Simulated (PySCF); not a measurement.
C7H10OSi

```xyz
19

C     4.1499    1.7329   -0.6799
C     3.1556    1.2458   -0.1806
C     1.9815    0.6485    0.3802
C     1.9268   -0.8956    0.5419
Si    0.7117   -0.2445   -0.6948
C    -1.0759   -0.1575   -0.2767
C    -1.6093   -0.9458    0.6784
O    -2.8679   -0.9748    1.1160
C    -3.7918   -0.0891    0.5368
H     5.0293    2.1691   -1.1144
H     1.5504    1.2030    1.2241
H     1.5991   -1.2540    1.5238
H     2.8103   -1.4284    0.1750
H     1.0675   -0.3514   -2.1307
H    -1.7101    0.5624   -0.8039
H    -1.0090   -1.6858    1.2192
H    -4.7548   -0.2684    1.0300
H    -3.8973   -0.2716   -0.5464
H    -3.4910    0.9613    0.6927
```

Geometry: PBE0-D3(BJ)/def2-SVP.

All numbers below come from wB97X-D/def2-SVPD, SCF density, gas phase (PySCF).

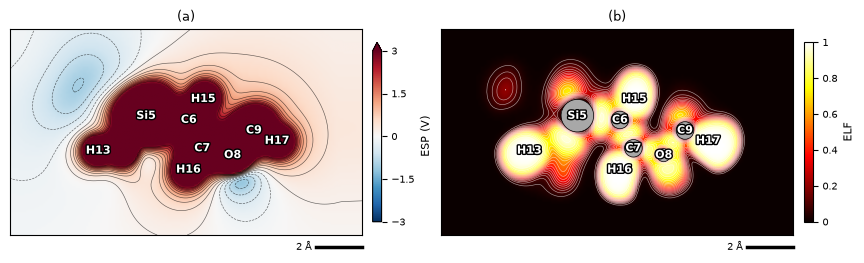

Figure 1. (a) electrostatic potential; (b) ELF on the plane of atoms Si5, C6 and C7. Grey discs cover the atomic cores in the ELF map.

Q: Interpret the plot.

A:
- The plane passes through Si, C, O and H nuclei.
- C–O (1.33 Å): the ELF peaks at about 0.90 between the atoms: a polar covalent bond.
- C–Si (1.84 Å): the ELF peaks at about 0.95 between the atoms; a shared electron pair.
- C–H (1.09 Å): the ELF climbs to about 1 towards the hydrogen, as it does in any bond to H; an ordinary covalent bond to hydrogen.
- C–C (1.35 Å): the ELF peaks at about 0.95 between the atoms; a covalent bond.
- C–O (1.40 Å): the ELF peaks at about 0.90 between the atoms, as expected for a polar covalent bond.
- The ELF also peaks beside O8, away from the bonds: lone-pair regions.
- Outside the dense part of the molecule the potential is most negative (−1.1 V) near O8.

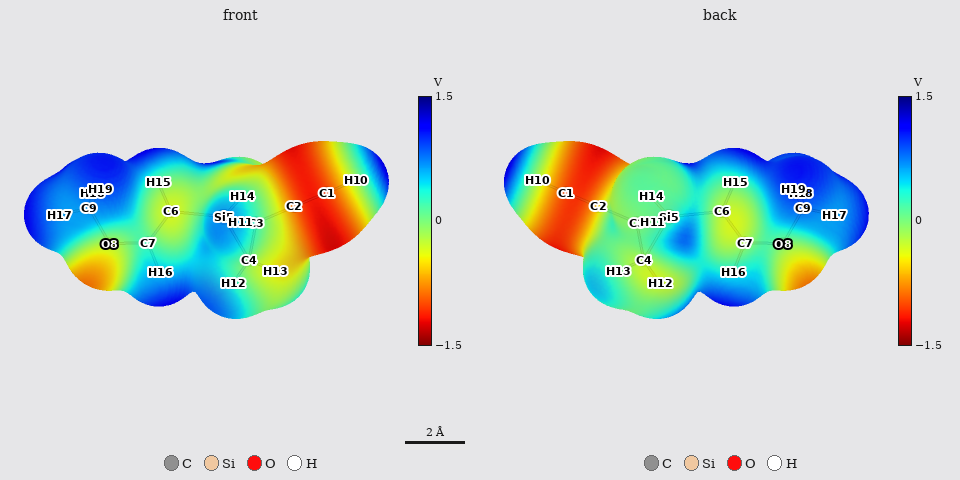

Figure 2. The electrostatic potential painted on the density surface at 0.002 e/bohr³, seen from the front and from behind; the colour scale runs from red (negative) to blue (positive).

Q: Where is the surface potential most negative and most positive?

A: The most negative region (about −1.2 V, or −28 kcal/mol for a unit charge) lies over C1 and C2, the most positive (about +1.2 V, or +28 kcal/mol for a unit charge) over the C, H and Si atoms.

Q: How polar is the molecule by this calculation?

A: Its dipole moment is 3.20 D.
